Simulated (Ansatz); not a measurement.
# Run report: GeH5Cl, nudged elastic band

The run: nudged elastic band of GeH5Cl. Method and program: RKS PBE0-D4/def2-mTZVP (Ansatz 0.2.0).

One setting was made poor on purpose. It belongs to a series of runs on one base structure; here: band between the two ends. Figures and captions count atoms from 1; the log counts them from 0 in places.

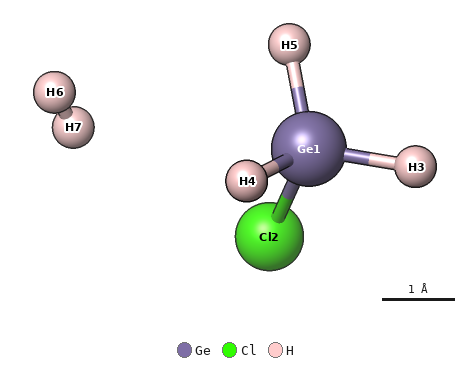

**Figure 1.** The starting structure (ball-and-stick view, seen at a tilt; atoms are numbered from 1 in the order of the input). Sticks mark near contacts.

The input:
```yaml
crystal:
  periodic: [false, false, false]
  atoms:
    - { symbol: Ge, position_ang: [0.453933, 0.0, -0.051729] }
    - { symbol: Cl, position_ang: [0.643139, 0.0, 2.105235] }
    - { symbol: H, position_ang: [1.876478, 0.0, -0.622169] }
    - { symbol: H, position_ang: [-0.313238, 1.269315, -0.435667] }
    - { symbol: H, position_ang: [-0.313238, -1.269315, -0.435667] }
    - { symbol: H, position_ang: [-3.045653, 0.0, 1.019778] }
    - { symbol: H, position_ang: [-2.552522, 0.0, 1.57822] }
basis:
  gaussian: { orbitals: def2-mTZVP }
hamiltonian:
  xc: pbe0
  dispersion: d4
neb:
  order_check: false
  images: 7
  f_tol: 0.03
  max_iterations: 60
  initial_path: linear
  final_atoms:
    - { symbol: Ge, position_ang: [-0.25637696, 0.0, -0.63384869] }
    - { symbol: Cl, position_ang: [-0.86927968, 0.0, 3.77487945] }
    - { symbol: H, position_ang: [1.1670651, 0.0, -0.06175206] }
    - { symbol: H, position_ang: [-0.49373925, 1.260087, -1.47464912] }
    - { symbol: H, position_ang: [-0.49373925, -1.260087, -1.47464912] }
    - { symbol: H, position_ang: [-1.259659, 0.0, 0.53938908] }
    - { symbol: H, position_ang: [-1.04537196, 0.0, 2.48863146] }
```

Run on 1 thread of Arm Neoverse V1, 24 GiB of memory available, shared host.

Launched with:
```bash
ansatz run input.yaml --threads 1 --pin off --max-ram 2048MiB --backend cpu --events-out ev --progress --plain --runs-dir out
```

Output:
```
Engine: ansatz 0.2.0, aarch64-unknown-linux-gnu
Functional definition: PBE0
  parameter a = 0.25
  parameter kappa = 0.804
  parameter beta = 0.06672455060314922
  exchange = (1 - a)*pbe_x(kappa = kappa, mu = beta*pi^2/3) + a*exact_x
  correlation = pbe_c(beta = beta)
748 factors; integrals over basis functions are off by at most 5.5e-4 eV
mean field evaluation 1: about -69110.6722 eV, gradient 1.9e1 eV
mean field evaluation 2: about -69110.6690 eV, gradient 2.1e1 eV
mean field evaluation 4: about -69111.1487 eV, gradient 3.5e-1 eV
mean field evaluation 8: about -69111.1492 eV, gradient 4.8e-3 eV
mean field -69111.14921830 eV, -2539.7878885531 hartree, gradient 3.8e-5 eV, S^2 0.000000; 0 other end points of the search recorded, 0 dependent functions left out
the calculation of the forces begins
reference -69111.14924891 eV, -2539.7878896779 hartree; 27, 27 occupied and 46, 46 virtual orbitals, 748 factors
746 factors; integrals over basis functions are off by at most 7.6e-4 eV
mean field evaluation 16: about -69110.3603 eV, gradient 1.5e0 eV
mean field -69110.57502184 eV, -2539.7667872223 hartree, gradient 7.2e-5 eV, S^2 0.000000; 0 other end points of the search recorded, 0 dependent functions left out
[... from here on the field's lines of each further geometry are left out, up to the last ...]
NEB iter   1: max|band force component| = 3.548e0 eV/Å  barrier→ = 4.5969 eV  barrier← = 4.0016 eV  Δτ_max = 0.2000 Å  (224 SCF iters)
NEB iter   2: max|band force component| = 2.179e0 eV/Å  barrier→ = 3.3199 eV  barrier← = 2.7246 eV  Δτ_max = 0.2000 Å  (192 SCF iters)
NEB iter   3: max|band force component| = 4.082e0 eV/Å  barrier→ = 2.6240 eV  barrier← = 2.0287 eV  Δτ_max = 0.1006 Å  (183 SCF iters)
NEB iter   4: max|band force component| = 8.804e-1 eV/Å  barrier→ = 2.3678 eV  barrier← = 1.7725 eV  Δτ_max = 0.2000 Å  (166 SCF iters)
NEB iter   5: max|band force component| = 6.096e-1 eV/Å  barrier→ = 2.2891 eV  barrier← = 1.6938 eV  Δτ_max = 0.1834 Å  (167 SCF iters)
NEB iter   6: max|band force component| = 5.230e-1 eV/Å  barrier→ = 2.4562 eV  barrier← = 1.8609 eV  Δτ_max = 0.1754 Å  (175 SCF iters)
NEB iter   7: max|band force component| = 4.145e-1 eV/Å  barrier→ = 2.3968 eV  barrier← = 1.8015 eV  CI = image 4  Δτ_max = 0.0529 Å  (165 SCF iters)
NEB iter   8: max|band force component| = 1.683e-1 eV/Å  barrier→ = 2.4061 eV  barrier← = 1.8108 eV  CI = image 4  Δτ_max = 0.0196 Å  (161 SCF iters)
NEB iter   9: max|band force component| = 8.924e-2 eV/Å  barrier→ = 2.4032 eV  barrier← = 1.8079 eV  CI = image 4  Δτ_max = 0.0082 Å  (159 SCF iters)
NEB iter  10: max|band force component| = 6.923e-2 eV/Å  barrier→ = 2.4029 eV  barrier← = 1.8076 eV  CI = image 4  Δτ_max = 0.0031 Å  (139 SCF iters)
NEB iter  11: max|band force component| = 4.877e-2 eV/Å  barrier→ = 2.4028 eV  barrier← = 1.8075 eV  CI = image 4  Δτ_max = 0.0015 Å  (128 SCF iters)
the calculation of the forces begins
reference -69110.56248042 eV, -2539.7663263336 hartree; 27, 27 occupied and 46, 46 virtual orbitals, 748 factors
748 factors; integrals over basis functions are off by at most 6.1e-4 eV
mean field evaluation 704: about -69107.9761 eV, gradient 2.2e1 eV
mean field -69108.73967836 eV, -2539.6993395934 hartree, gradient 1.5e-5 eV, S^2 0.000000; 1 other end points of the search recorded, 0 dependent functions left out
the calculation of the forces begins
reference -69108.73970576 eV, -2539.6993406006 hartree; 27, 27 occupied and 46, 46 virtual orbitals, 748 factors
NEB iter  12: max|band force component| = 1.006e-2 eV/Å  barrier→ = 2.4028 eV  barrier← = 1.8075 eV  CI = image 4  Δτ_max = 0.0000 Å  (290 SCF iters)
```

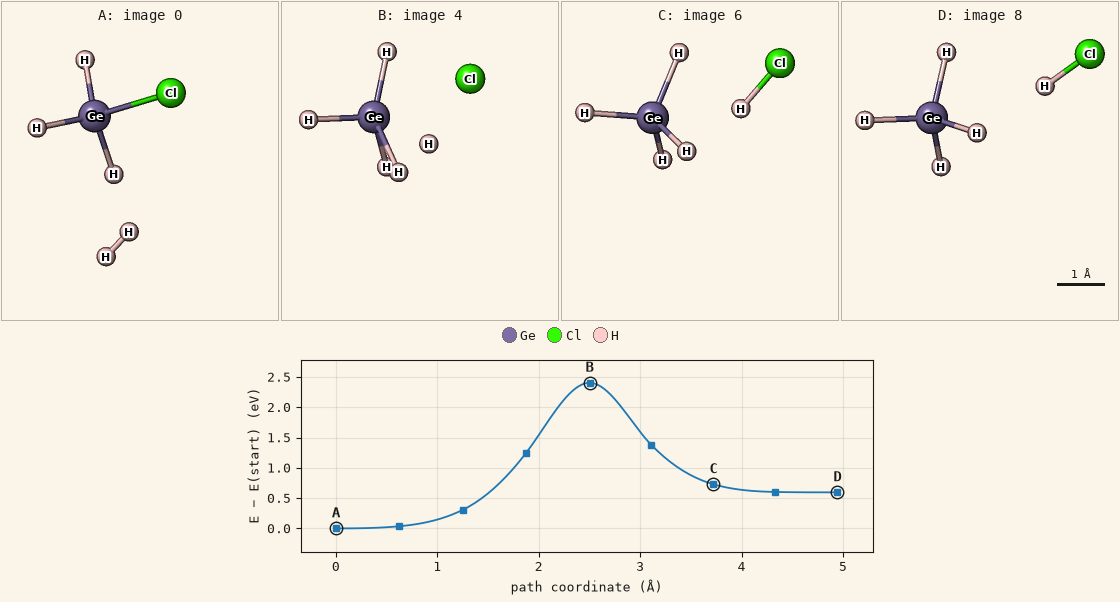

**Figure 2.** Images of the last band (counted from 0; ball-and-stick, seen at a tilt) above the energy along the path; the line is a cubic interpolation that uses the forces. The highest image is number 4, 2.403 eV above the start and 1.808 eV above the end (the climbing image); the end lies 0.595 eV above the start. The path is 4.94 Å long. The band converged in 12 iterations.

```
Total energy: -69108.83081103 eV, -2539.7026886574 hartree
Atom 0 at    -0.359755     0.000000    -0.184214 Å, force     0.003493    -0.000000     0.002600 eV/Å
Atom 1 at     0.534870     0.000000     2.383354 Å, force    -0.003548    -0.000000    -0.003080 eV/Å
Atom 2 at     1.159452    -0.000000    -0.373103 Å, force    -0.000270    -0.000000    -0.000687 eV/Å
Atom 3 at    -0.974536     1.293045    -0.733961 Å, force    -0.000637     0.001912    -0.000722 eV/Å
Atom 4 at    -0.974536    -1.293045    -0.733961 Å, force    -0.000637    -0.001912    -0.000722 eV/Å
Atom 5 at    -1.651607    -0.000000     1.073994 Å, force    -0.001217    -0.000000    -0.000051 eV/Å
Atom 6 at    -0.984989    -0.000000     1.725892 Å, force     0.002816     0.000000     0.002663 eV/Å
Dipole moment:    -0.360942     0.000000    -0.717009 e Å
this run last wrote the band of iteration 12 to [file]
```

The last band as extended XYZ (Å, eV, eV/Å):
```
7
Properties=species:S:1:pos:R:3:forces:R:3 image=0 energy=-69111.23361
Ge    0.4539    0.0000   -0.0517    0.0032   0.0000   0.0088
Cl    0.6431    0.0000    2.1052   -0.0029   0.0000  -0.0082
H     1.8765    0.0000   -0.6222   -0.0003   0.0000   0.0004
H    -0.3132    1.2693   -0.4357    0.0003  -0.0015  -0.0017
H    -0.3132   -1.2693   -0.4357    0.0003   0.0015  -0.0017
H    -3.0457    0.0000    1.0198   -0.0033   0.0000  -0.0005
H    -2.5525    0.0000    1.5782    0.0027   0.0000   0.0030
7
Properties=species:S:1:pos:R:3:forces:R:3 image=1 energy=-69111.19805
Ge    0.2719    0.0000   -0.0762    0.0394   0.0000  -0.0082
Cl    0.5977    0.0000    2.0667    0.0386   0.0000  -0.0141
H     1.6686    0.0000   -0.7015    0.0264   0.0000  -0.0526
H    -0.5188    1.2645   -0.4294    0.0336   0.0044   0.0200
H    -0.5188   -1.2645   -0.4294    0.0336  -0.0044   0.0200
H    -2.6072    0.0000    1.0719   -0.0892   0.0000   0.0187
H    -2.1445    0.0000    1.6559   -0.0824   0.0000   0.0162
7
Properties=species:S:1:pos:R:3:forces:R:3 image=2 energy=-69110.92790
Ge    0.0821    0.0000   -0.0810    0.2466   0.0000  -0.0160
Cl    0.5562    0.0000    2.0580    0.1177   0.0000  -0.1922
H     1.4982    0.0000   -0.6299    0.1713   0.0000  -0.3270
H    -0.7161    1.2489   -0.4938    0.1395  -0.0063   0.1942
H    -0.7161   -1.2489   -0.4938    0.1395   0.0063   0.1942
H    -2.2175    0.0000    1.1137   -0.3950   0.0000   0.0815
H    -1.7378    0.0000    1.6847   -0.4196   0.0000   0.0652
7
Properties=species:S:1:pos:R:3:forces:R:3 image=3 energy=-69109.98716
Ge   -0.1286    0.0000   -0.0874    0.7627   0.0000   0.3382
Cl    0.5582    0.0000    2.1501    0.3346   0.0000  -0.9753
H     1.3244    0.0000   -0.4805    0.5003   0.0000  -0.6016
H    -0.8762    1.2533   -0.6184    0.2060  -0.1449   0.4847
H    -0.8762   -1.2533   -0.6184    0.2060   0.1449   0.4847
H    -1.8898    0.0000    1.1285   -0.7945   0.0000   0.3496
H    -1.3629    0.0000    1.6841   -1.2152   0.0000  -0.0803
7
Properties=species:S:1:pos:R:3:forces:R:3 image=4 energy=-69108.83078
Ge   -0.3598    0.0000   -0.1842    0.0035   0.0000   0.0026
Cl    0.5349    0.0000    2.3834   -0.0035   0.0000  -0.0031
H     1.1595    0.0000   -0.3731   -0.0003   0.0000  -0.0007
H    -0.9745    1.2930   -0.7340   -0.0006   0.0019  -0.0007
H    -0.9745   -1.2930   -0.7340   -0.0006  -0.0019  -0.0007
H    -1.6516    0.0000    1.0740   -0.0012   0.0000  -0.0001
H    -0.9850    0.0000    1.7259    0.0028   0.0000   0.0027
7
Properties=species:S:1:pos:R:3:forces:R:3 image=5 energy=-69109.85883
Ge   -0.5449    0.0000   -0.3006   -0.5047   0.0000  -0.3232
Cl    0.5308    0.0000    2.6067   -0.1378   0.0000   0.7057
H     1.0000    0.0000   -0.2816   -0.4055   0.0000   0.3615
H    -1.0281    1.3141   -0.8968   -0.0868   0.0625  -0.5054
H    -1.0281   -1.3141   -0.8968   -0.0868  -0.0625  -0.5054
H    -1.5191    0.0000    0.9663    0.3503   0.0000  -0.3907
H    -0.6618    0.0000    1.9609    0.8714   0.0000   0.6575
7
Properties=species:S:1:pos:R:3:forces:R:3 image=6 energy=-69110.50547
Ge   -0.6792    0.0000   -0.4120   -0.0903   0.0000  -0.0917
Cl    0.6723    0.0000    2.9085    0.0494   0.0000   0.2702
H     0.8437    0.0000   -0.2326   -0.1090   0.0000   0.0807
H    -1.1253    1.2865   -1.1072   -0.0427  -0.0226  -0.1893
H    -1.1253   -1.2865   -1.1072   -0.0427   0.0226  -0.1893
H    -1.4335    0.0000    0.9426    0.0561   0.0000  -0.0504
H    -0.4039    0.0000    2.1657    0.1792   0.0000   0.1700
7
Properties=species:S:1:pos:R:3:forces:R:3 image=7 energy=-69110.63203
Ge   -0.7773    0.0000   -0.5206   -0.0050   0.0000  -0.0079
Cl    0.8173    0.0000    3.2714    0.0034   0.0000   0.0280
H     0.7505    0.0000   -0.3906   -0.0042   0.0000  -0.0071
H    -1.2514    1.2615   -1.2505   -0.0044  -0.0016  -0.0120
H    -1.2514   -1.2615   -1.2505   -0.0044   0.0016  -0.0120
H    -1.3921    0.0000    0.8962    0.0013   0.0000  -0.0061
H    -0.1466    0.0000    2.4026    0.0134   0.0000   0.0172
7
Properties=species:S:1:pos:R:3:forces:R:3 image=8 energy=-69110.63830
Ge   -0.8088    0.0000   -0.5986    0.0036   0.0000   0.0115
Cl    0.7938    0.0000    3.5540   -0.0154   0.0000  -0.0200
H     0.7135    0.0000   -0.7888   -0.0107   0.0000  -0.0015
H    -1.4242    1.2601   -1.2187    0.0022  -0.0043  -0.0012
H    -1.4242   -1.2601   -1.2187    0.0022   0.0043  -0.0012
H    -1.1170    0.0000    0.9141    0.0034   0.0000  -0.0077
H     0.0159    0.0000    2.5147    0.0146   0.0000   0.0201
```

Key numbers:

- outcome: converged
- barrier, forward: 2.403 eV
- barrier, backward: 1.808 eV
- wall time: 3.3 min
- peak memory: 0.15 GiB

A deliberately poor setting: straight start. The order of the saddle point was not checked.
